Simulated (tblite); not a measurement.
# C2H6F2OSi3: the cost of one run

The runs use tblite 0.8.0 and PySCF 2.14.0, with density-fitted response routines of our own; the level of theory stands in each step. All values are computed, except where a source is named. Atoms are numbered from 0 throughout.

### 1 The starting structure

14 atoms, charge 0, multiplicity 1; geometry from: force field or distance geometry start.

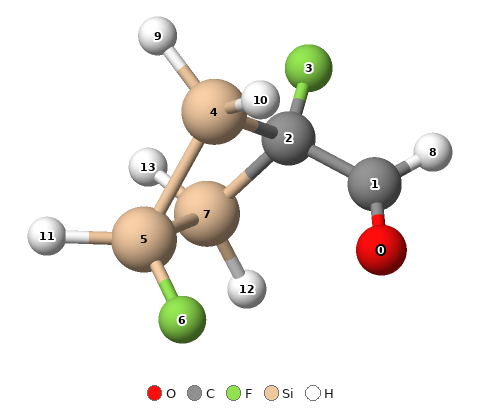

As it starts; oxygen red, carbon grey, fluorine green, silicon light orange, hydrogen white, atoms numbered.

### 2 Optimising the geometry with GFN2-xTB

Job settings and geometry (Å):

```
{"job": {"kind": "relax", "xc": "GFN2-xTB", "basis": "xTB"}, "charge": 0, "multiplicity": 1}
O     -1.292800     0.445000    -2.082900
C     -1.776600     0.250200    -0.972300
C     -0.993900    -0.038100     0.349300
F     -1.887100    -0.194700     1.350700
Si     0.338000     1.262800     0.740200
Si     1.889900    -0.002000    -0.322700
F      2.067300     0.299200    -1.881800
Si     0.254400    -1.462200     0.205500
H     -2.864500     0.255500    -0.840600
H      0.607400     1.371900     2.199100
H      0.066700     2.612200     0.162100
H      3.196600    -0.183800     0.379700
H     -0.105200    -2.483400    -0.818300
H      0.499100    -2.133100     1.509900
```

Command:

```sh
$ OMP_NUM_THREADS=1 python probes_run.py task.json out
```

The driver reads the jobs from task.json and runs them one after another.

**Question.** How long does this first job take on 1 thread of Arm Neoverse N1, shared host, and how much memory does it need?

About 1.3 s, with a peak of 0.18 GiB.
